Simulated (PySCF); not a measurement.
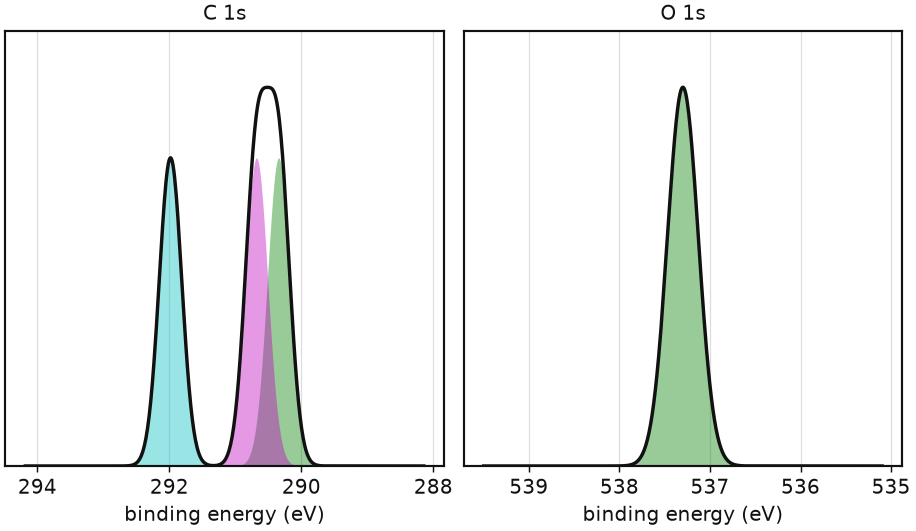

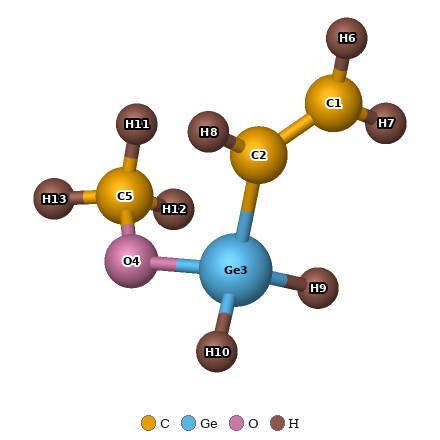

Simulated XPS of C₃H₈GeO, SMILES C=[CH][GeH2][O]C, singlet. Vertical core-electron binding energies by ΔSCF (SCAN, pcX-2 on the ionised atom, pcseg-1 elsewhere, spin-free X2C; PySCF, at a PBE0-D3(BJ)/def2-SVP geometry (no frequency check)), gas phase, against the vacuum level. One atom of each kind was ionised; within a panel, areas follow the number of like atoms, each panel is scaled alone, Gaussians of 0.4 eV full width. Only the regions named are shown. Lines closer than the width merge in the curve.

Q: Which atoms give which peak?

A:
```
level  atoms  binding energy (eV)
 C 1s     C5                292.0
 C 1s     C1                290.7
 C 1s     C2                290.3
 O 1s     O4                537.3
```

Q: How large is the chemical shift across the C 1s region?

A: 1.6 eV, from C2 at 290.3 eV to C5 at 292.0 eV.

Note: one conformer of a flexible molecule.
